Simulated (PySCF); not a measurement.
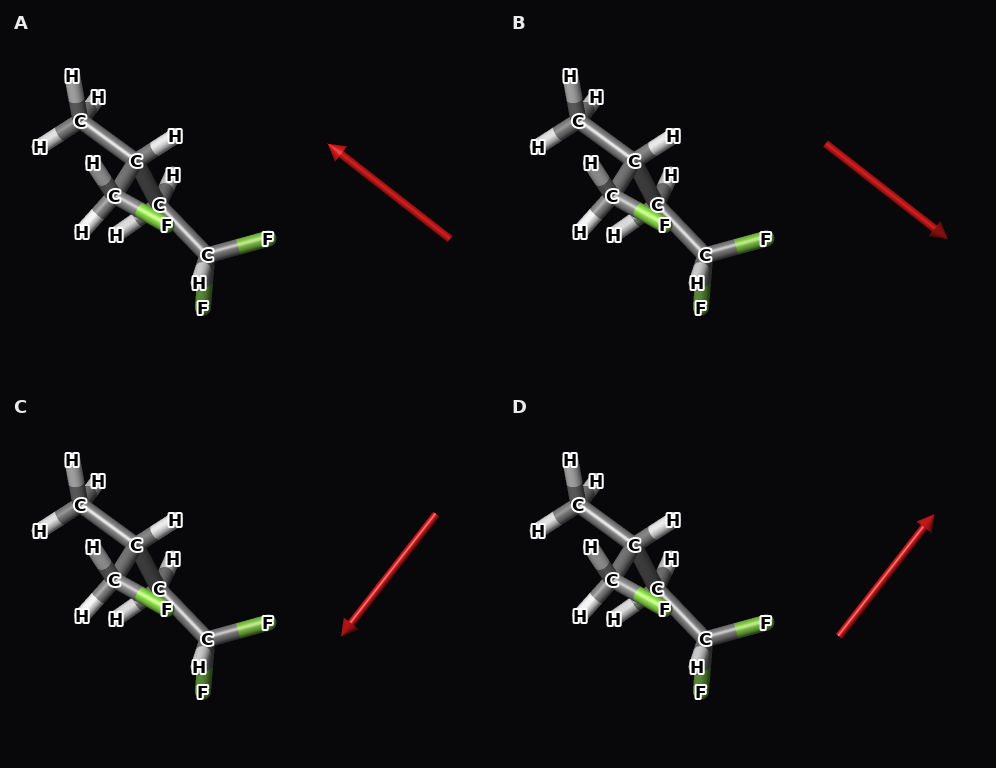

The same molecule four times, each with an arrow. Geometry: a frame of a GFN2-xTB molecular-dynamics simulation, not a minimum. Level of theory: PBE0/pcSseg-1, gas phase (PySCF 2.14.0).

**Which arrow points along the dipole moment, from the negative to the positive end?**

A. The dipole moment is 4.07 D.
